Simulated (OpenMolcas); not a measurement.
# Zr³⁺ among point charges: CASSCF levels and susceptibility

Aim: the splitting of the states of Zr³⁺ in the field of 6 point charges, its lowest levels with spin-orbit coupling and its magnetic susceptibility.

The numbers are computed with OpenMolcas 26.06 (state-averaged CASSCF, spin-orbit coupling by RASSI with atomic mean-field integrals), except any that are marked as measured or tabulated.

1 further run of the same task is left out (it didn't finish).

## Step 1: The atom as given

```
Species                           : Zr³⁺ (zirconium, Z = 40, 37 electrons)
Basis                             : ANO-RCC-VDZP [6s5p3d1f], 43 functions
Scalar Hamiltonian                : DKH2, point nucleus
Inactive shells                   : 1s 2s 2p 3s 3p 3d 4s 4p
Active space                      : 1 electron in 5 orbitals (4d)
Some configurations of this space : 4d
Orbitals                          : optimised for each spin and parity, averaged over all roots
```

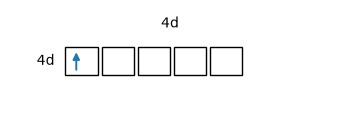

Outer shells as boxes.

The ion sits among 6 point charges of -1.7 e arranged as a trigonal prism (D3h), 1.85 Å from the ion, with a polar angle of 51.6° against the regular 49.1°. The active orbitals were held to one l.

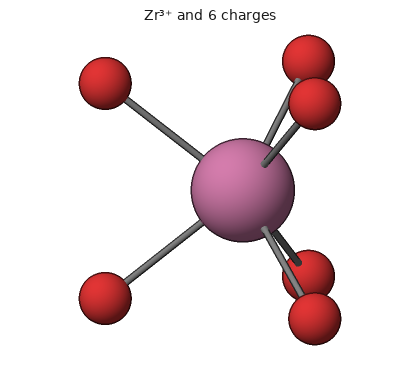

The ion and the point charges (red).

Each step is its own input file, run in one work folder so that later steps find the files of earlier ones. Labels, J, g values, rates, χT and fits are worked out afterwards by a script from the matrices that RASSI stores.

## Step 2: GATEWAY and SEWARD: basis and integrals

Contents of a.inp:

```
&GATEWAY
Coord
1

Zr 0.0 0.0 0.0
Basis=ANO-RCC-VDZP
Group=NoSym
NoMove
AngMom=0.0 0.0 0.0
AMFI
XField
6 Angstrom 0
1.448930 0.000000 1.150262 -1.700000
-0.724465 1.254810 1.150262 -1.700000
-0.724465 -1.254810 1.150262 -1.700000
1.448930 0.000000 -1.150262 -1.700000
-0.724465 1.254810 -1.150262 -1.700000
-0.724465 -1.254810 -1.150262 -1.700000
&SEWARD
```

Launch:

```
> OMP_NUM_THREADS=1 MOLCAS_MEM=1689 MOLCAS_PROJECT=a pymolcas a.inp > a.log
```

## Step 3: CASSCF: doublets, 5 roots

Contents of a.inp:

```
&RASSCF
FileOrb=start.orb
Symmetry=1
Spin=2
nActEl=1 0 0
Inactive=18
Ras2=5
CIRoot=5 5 1
SDav=5
CIMx=300
Iter=120 100
PrWF=0.3
OrbListing=Nothing
MaxOrb=0
SupSym
1
15 10 11 12 13 14 19 20 21 22 23 32 33 34 35 36
>>> COPY $Project.JobIph JOB001
```

start.orb holds the contracted functions of the basis, ordered by shell, or the orbitals of the step before.

## Step 4: RASSI: spin-orbit coupling between the states

Contents of a.inp:

```
&RASSI
NrOfJobIphs=1 5
1 2 3 4 5
IphNames
JOB001
EJob
SpinOrbit
DIPRint=1.0
SOCoupling=1000.0
Subsets=2
Property=9
'ANGMOM' 1 'ANGMOM' 2 'ANGMOM' 3 'MLTPL  1' 1 'MLTPL  1' 2 'MLTPL  1' 3
'AMFI' 1 'AMFI' 2 'AMFI' 3
SOProperty=3
'ANGMOM' 1 'ANGMOM' 2 'ANGMOM' 3
```

Q: Predict the outcome of this session. Wanted: spin-free ground state; first state of the same spin within the active space; lowest level; next level.

As calculated:

| quantity | value |
| --- | --- |
| method | CASSCF |
| spin-free ground state | 2A1, 1-fold in its orbital part |
| first state of the same spin within the active space | 2E at 3840 cm⁻¹ |
| lowest level | 2-fold E1/2, g = 1.92, 1.92, 2.00 |
| next level | 3528.7 cm⁻¹ |
| χT at 300 K | 0.37 cm³ K/mol |
| effective moment at 300 K | 1.71 μB |

The spin-free ground state (2A1) comes to 100 % from free-ion D terms and keeps the highest spin of the shell. χT at 300 K is 0.37, against 0.38 cm³ K/mol for the spin alone; near agreement at one temperature doesn't show that the orbital moment is quenched. The field of point charges can differ much from that of real complexes. Point charges carry no covalency, so the field is a model and not that of real ligands.
